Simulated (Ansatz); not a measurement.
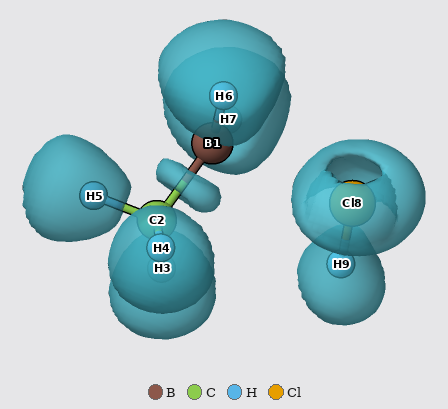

Figure. CH$_{5}$B···HCl. Isosurface of the ELF at 0.85 (cyan), seen across its widest extent. Core shells and regions of very low density are left out.

The calculation used RKS PBE/def2-SVP (Ansatz).

```xyz
9

B     0.0097   -0.0123    0.3450
C     0.1064    0.3611    1.8713
H    -0.7787    0.1001    2.4881
H     1.0300    0.0190    2.3796
H     0.1522    1.4781    1.8706
H     1.0180   -0.0108   -0.3439
H    -1.0636    0.0282   -0.2362
Cl    0.0146   -2.5357    0.4435
H    -0.9226   -2.6145    1.3417
```

Where are the electrons localised?

At this value the surface marks out one region between bonded B–C atoms (shared pairs), six regions around hydrogen nuclei and one ring or bowl of non-bonding electrons around Cl.

Values along the shortest contacts:
B1···Cl8 (2.53 Å): the ELF peaks at about 0.90 in the valence shell of Cl, 0.9 Å from its nucleus, and is about 0.50 at the midpoint. C–B (1.57 Å): the ELF peaks at about 1 between the atoms, as expected for a covalent bond.
